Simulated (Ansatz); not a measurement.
# Geometry relaxation, with input and output: C3H7NSi (part 2 of 2)

Continued. System: C3H7NSi. Method: RKS LDA/STO-3G (Ansatz 0.2.0). It belongs to a series of runs on one base structure; here: end point B relaxed.

Geometry of the input (Å):
```
C  -1.5776  -0.5729  0.8464
C  -0.3122  -0.0514  0.3605
N  0.5767  0.5548  1.0423
Si 1.8039  0.7325  -0.2646
C  0.3060  -0.1430  -1.0630
H  -1.7517  -0.2918  1.8962
H  -2.3890  -0.0293  0.2694
H  -1.6560  -1.5901  0.6707
H  2.9415  -0.0859  0.0161
H  1.9088  2.1506  -0.5912
H  -1.3424  -0.2019  0.0379
H  0.4902  -1.1517  -1.3697
```

### Trajectory as extended XYZ, continued
```
12
Properties=species:S:1:pos:R:3:forces:R:3 step=5 energy=-12363.46838
C    -1.6664   -0.6320    0.8590    1.8773  -0.1877   1.9525
C    -0.0824   -0.1402    0.5968   -2.4637  -0.9477   3.4235
N     0.6218    0.7683    1.3110   -0.1511  -0.9511  -0.6582
Si    1.7216    0.7677   -0.2243    0.0006   0.6461  -0.0338
C     0.2448   -0.2266   -0.8313   -2.5010   0.8206  -0.2532
H    -1.8354   -0.4200    1.9210   -0.3325  -0.2350   0.3322
H    -2.5173   -0.1645    0.3100    0.7029   0.3145  -0.1767
H    -1.7188   -1.7168    0.6761    0.0281  -0.0096   0.0718
H     2.9695    0.0143   -0.0665   -0.2997  -0.0256  -0.1524
H     2.0406    2.0832   -0.7701   -0.0774  -0.0596   0.0000
H    -1.0101    0.1494   -0.5136    3.2822   0.5890  -4.7985
H     0.2301   -1.1628   -1.4171   -0.0657   0.0460   0.2928
12
Properties=species:S:1:pos:R:3:forces:R:3 step=6 energy=-12365.01575
C    -1.6509   -0.6408    0.8993    1.7231  -0.0281   1.3351
C    -0.1182   -0.1630    0.6404   -2.0250  -0.7733   2.4463
N     0.6068    0.7448    1.3247   -0.1000  -0.7706  -0.3521
Si    1.7004    0.7796   -0.2167   -0.1431   0.2325  -0.0387
C     0.2166   -0.2266   -0.8068   -2.3141   0.9171  -0.2507
H    -1.8467   -0.4371    1.9524   -0.3787  -0.2965   0.5400
H    -2.4746   -0.1568    0.3219    0.8920   0.3054  -0.1181
H    -1.7162   -1.7190    0.6829    0.0196  -0.0693   0.2171
H     2.9499    0.0168   -0.0805   -0.4074   0.0253  -0.0952
H     2.0395    2.0822   -0.7818   -0.1631  -0.0332   0.0437
H    -0.9268    0.1976   -0.6830    2.8826   0.4593  -4.0705
H     0.2183   -1.1578   -1.4018    0.0140   0.0313   0.3432
12
Properties=species:S:1:pos:R:3:forces:R:3 step=7 energy=-12366.22270
C    -1.6168   -0.6451    0.9432    0.1492  -0.2435   0.7858
C    -0.1637   -0.1861    0.6876   -0.5203   0.0464   0.1820
N     0.5984    0.7164    1.3290   -0.0642  -0.5614   0.2383
Si    1.6770    0.7798   -0.2182   -0.4878  -0.0813  -0.0504
C     0.1625   -0.2068   -0.7989    0.4168  -0.5026   0.2751
H    -1.8634   -0.4524    1.9853   -0.3434  -0.2604   0.6232
H    -2.4161   -0.1463    0.3258    1.0965   0.1318   0.1815
H    -1.7119   -1.7199    0.6992    0.0881   0.0138   0.3277
H     2.9278    0.0173   -0.0844   -0.4502   0.0177  -0.0914
H     2.0302    2.0807   -0.7801   -0.2108  -0.0246   0.0842
H    -0.8417    0.2333   -0.8548    0.3569   1.2193  -2.9831
H     0.2157   -1.1510   -1.3826   -0.0308   0.2449   0.4270
12
Properties=species:S:1:pos:R:3:forces:R:3 step=8 energy=-12366.90105
C    -1.6134   -0.6579    0.9827    0.2616  -0.1149   0.5339
C    -0.1897   -0.1799    0.6925   -0.4226   0.0502  -0.1301
N     0.5977    0.6878    1.3469   -0.0177  -0.3720   0.0755
Si    1.6552    0.7771   -0.2157   -0.1000  -0.1445   0.1727
C     0.1600   -0.2180   -0.7887   -0.6530   0.6406  -0.0368
H    -1.8814   -0.4740    2.0244   -0.2117  -0.1899   0.4457
H    -2.3603   -0.1380    0.3417    0.5025   0.1487   0.1079
H    -1.7087   -1.7259    0.7225    0.0567  -0.0921   0.2896
H     2.9012    0.0142   -0.0906   -0.3222   0.0167  -0.0657
H     2.0114    2.0789   -0.7764   -0.2656  -0.0465   0.0853
H    -0.7976    0.3109   -1.0280    1.1615   0.2710  -1.7010
H     0.2240   -1.1553   -1.3602    0.0107  -0.1673   0.2229
12
Properties=species:S:1:pos:R:3:forces:R:3 step=9 energy=-12367.28046
C    -1.6176   -0.6531    1.0089    0.1798  -0.0341   0.2603
C    -0.2239   -0.1439    0.6635   -0.2796  -0.1404  -0.2735
N     0.5960    0.6610    1.3484    0.1955  -0.2435   0.0650
Si    1.6701    0.7344   -0.2013   -0.5879   0.2550   0.4599
C     0.1819   -0.1942   -0.8146   -0.8539  -0.1084   0.2797
H    -1.8678   -0.4914    2.0643   -0.0473  -0.0937   0.2065
H    -2.3779   -0.1410    0.3842    0.2561   0.1248   0.0823
H    -1.6955   -1.7225    0.7481    0.0497  -0.0830   0.2174
H     2.9039   -0.0007   -0.0789    0.2493  -0.1835  -0.0595
H     1.8881    2.0455   -0.7586    0.1652   0.3240  -0.0626
H    -0.6845    0.3851   -1.1753    0.6271   0.2999  -1.2926
H     0.2253   -1.1593   -1.3378    0.0461  -0.1172   0.1170
12
Properties=species:S:1:pos:R:3:forces:R:3 step=10 energy=-12367.53990
C    -1.6281   -0.6421    1.0288    0.0219  -0.1116   0.2413
C    -0.2515   -0.1464    0.6462   -0.1722   0.0705  -0.0963
N     0.6013    0.5945    1.3636    0.0719  -0.0547  -0.0467
Si    1.6449    0.7446   -0.1929   -0.1072  -0.1688   0.4026
C     0.1766   -0.2224   -0.8149   -0.3115   0.3128  -0.1839
H    -1.8411   -0.5071    2.0979    0.0011  -0.0659   0.1217
H    -2.3841   -0.0885    0.4426    0.0372   0.0853   0.0307
H    -1.7324   -1.7019    0.7426   -0.0058  -0.0976   0.1645
H     2.8982    0.0289   -0.1277    0.2338  -0.0669  -0.0151
H     1.8398    2.0857   -0.7059    0.0210   0.1290  -0.0212
H    -0.5709    0.3854   -1.3396    0.0924   0.0464  -0.6823
H     0.2454   -1.2108   -1.2896    0.1173  -0.0785   0.0848
12
Properties=species:S:1:pos:R:3:forces:R:3 step=11 energy=-12367.67625
C    -1.6413   -0.6421    1.0512   -0.0278   0.0246   0.0435
C    -0.3128   -0.0991    0.5895    0.2462   0.0758  -0.0163
N     0.5732    0.5528    1.3561   -0.0864  -0.0547  -0.1311
Si    1.6418    0.7383   -0.1619   -0.1836  -0.1705  -0.1496
C     0.1573   -0.1799   -0.8704   -0.0433   0.1774   0.0569
H    -1.7629   -0.5000    2.1362   -0.0726  -0.0237  -0.0044
H    -2.4445   -0.1112    0.5075   -0.0842  -0.0844   0.1154
H    -1.7095   -1.7141    0.7977   -0.0908  -0.0263   0.0703
H     2.8922    0.0016   -0.1111    0.0751   0.0183  -0.0007
H     1.8555    2.0934   -0.6457    0.0348   0.0150   0.0711
H    -0.5206    0.3841   -1.5332    0.1436  -0.0013  -0.1146
H     0.2699   -1.2037   -1.2649    0.0889   0.0498   0.0596
12
Properties=species:S:1:pos:R:3:forces:R:3 step=12 energy=-12367.69723
C    -1.6556   -0.6426    1.0675   -0.0109   0.0374  -0.0854
C    -0.3359   -0.0884    0.5602   -0.0162   0.0335  -0.0044
N     0.5617    0.5386    1.3312   -0.0405  -0.0513   0.0214
Si    1.6404    0.7294   -0.1745    0.0071   0.0484   0.0294
C     0.1537   -0.1656   -0.8982    0.0184   0.0453  -0.0974
H    -1.7449   -0.4858    2.1543    0.0191   0.0172  -0.0107
H    -2.5019   -0.1443    0.5581    0.0471  -0.0189   0.0411
H    -1.7292   -1.7231    0.8494    0.0189   0.0103   0.0115
H     2.9000    0.0029   -0.1191   -0.0293  -0.0109  -0.0118
H     1.8815    2.1048   -0.5904   -0.0392  -0.0628  -0.0113
H    -0.4728    0.3883   -1.6209    0.0294  -0.0695   0.1142
H     0.3012   -1.1944   -1.2666   -0.0040   0.0215   0.0034
12
Properties=species:S:1:pos:R:3:forces:R:3 step=13 energy=-12367.69885
C    -1.6549   -0.6405    1.0636   -0.0075   0.0194  -0.0101
C    -0.3355   -0.0873    0.5601    0.0054  -0.0410  -0.0230
N     0.5621    0.5311    1.3374   -0.0155   0.0061   0.0030
Si    1.6400    0.7303   -0.1681   -0.0023  -0.0235  -0.0159
C     0.1581   -0.1649   -0.8969   -0.0214   0.0520  -0.0232
H    -1.7426   -0.4810    2.1500    0.0061   0.0069  -0.0048
H    -2.5005   -0.1421    0.5558    0.0133  -0.0114   0.0075
H    -1.7262   -1.7216    0.8486    0.0028   0.0071   0.0020
H     2.8962   -0.0013   -0.1230    0.0043   0.0111   0.0011
H     1.8687    2.1016   -0.5961   -0.0007  -0.0051   0.0099
H    -0.4730    0.3882   -1.6132    0.0207  -0.0336   0.0388
H     0.3057   -1.1926   -1.2673   -0.0052   0.0120   0.0147
12
Properties=species:S:1:pos:R:3:forces:R:3 step=14 energy=-12367.69902
C    -1.6544   -0.6396    1.0626    0.0033  -0.0262  -0.0081
C    -0.3334   -0.0933    0.5577   -0.0341   0.0559   0.0297
N     0.5615    0.5269    1.3367    0.0148  -0.0217  -0.0091
Si    1.6402    0.7280   -0.1682    0.0043   0.0131   0.0029
C     0.1575   -0.1632   -0.8988    0.0178  -0.0413   0.0127
H    -1.7420   -0.4700    2.1475    0.0020  -0.0018  -0.0038
H    -2.4997   -0.1468    0.5502    0.0065   0.0076  -0.0063
H    -1.7253   -1.7224    0.8566   -0.0075   0.0000   0.0125
H     2.8992    0.0012   -0.1253   -0.0033  -0.0021  -0.0023
H     1.8677    2.1016   -0.5883   -0.0019   0.0022  -0.0025
H    -0.4768    0.3883   -1.6105   -0.0089   0.0128  -0.0116
H     0.3038   -1.1907   -1.2691    0.0070   0.0016  -0.0141
12
Properties=species:S:1:pos:R:3:forces:R:3 step=15 energy=-12367.69924
C    -1.6551   -0.6393    1.0626   -0.0028  -0.0003   0.0009
C    -0.3338   -0.0931    0.5588    0.0036   0.0002  -0.0004
N     0.5655    0.5196    1.3385    0.0012  -0.0013   0.0030
Si    1.6409    0.7270   -0.1678    0.0005   0.0008  -0.0022
C     0.1574   -0.1631   -0.8983   -0.0007  -0.0003  -0.0025
H    -1.7470   -0.4617    2.1457   -0.0008   0.0008  -0.0001
H    -2.4983   -0.1508    0.5426    0.0006  -0.0002  -0.0005
H    -1.7244   -1.7239    0.8659    0.0001  -0.0006   0.0006
H     2.9012    0.0019   -0.1318   -0.0023   0.0009   0.0003
H     1.8639    2.1026   -0.5837   -0.0003  -0.0007   0.0004
H    -0.4765    0.3902   -1.6100    0.0011  -0.0001  -0.0003
H     0.3043   -1.1895   -1.2714   -0.0003   0.0008   0.0008
```

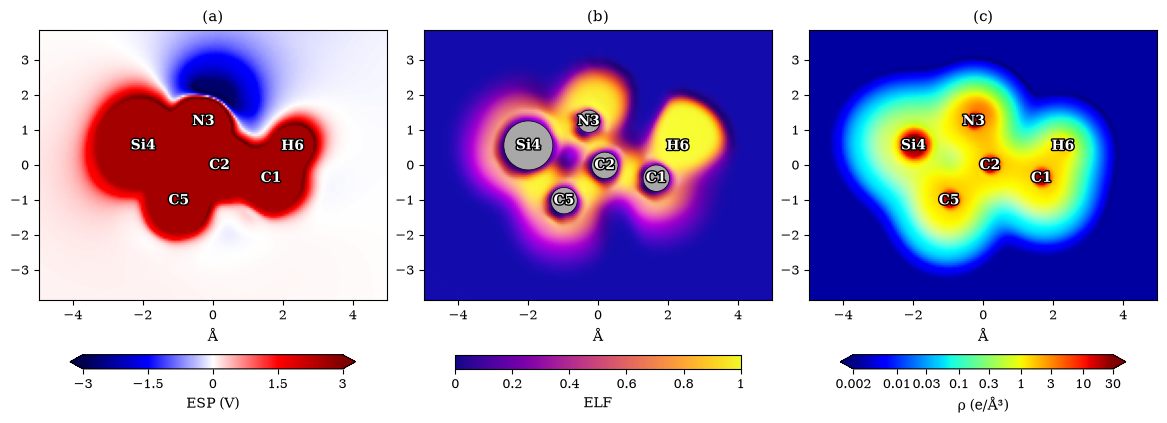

Fig. 1: (a) molecular electrostatic potential; (b) electron localisation function; (c) electron density on the plane of atoms C1, C2 and N3. Grey discs, where drawn, cover atomic cores. Atoms in the plane: C, N, Si and H. C–N (1.34 Å): ρ is about 2.3 e/Å³ halfway; the ELF peaks at about 0.85 between the atoms, which marks a covalent bond.

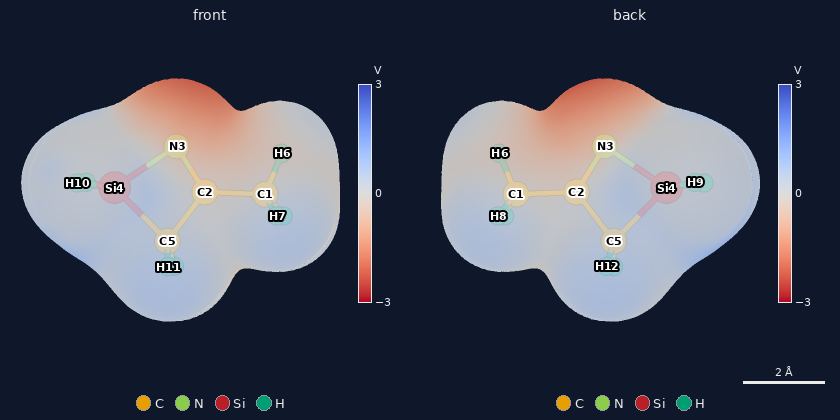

Fig. 2: The molecular electrostatic potential painted on the density surface at 0.001 e/bohr³, seen face on and from behind; the colour scale runs from red (negative) to blue (positive).

### Results in brief

```tsv
quantity	value
outcome	converged
total energy	−12367.6993 eV
mean-field energy	−12367.6993 eV
largest force (length of the vector) at the end	0.004 eV/Å
hardware	1 thread of AMD EPYC (Zen 3), 24 GiB of memory available, shared host
wall time	25 s
peak memory	0.14 GiB
```
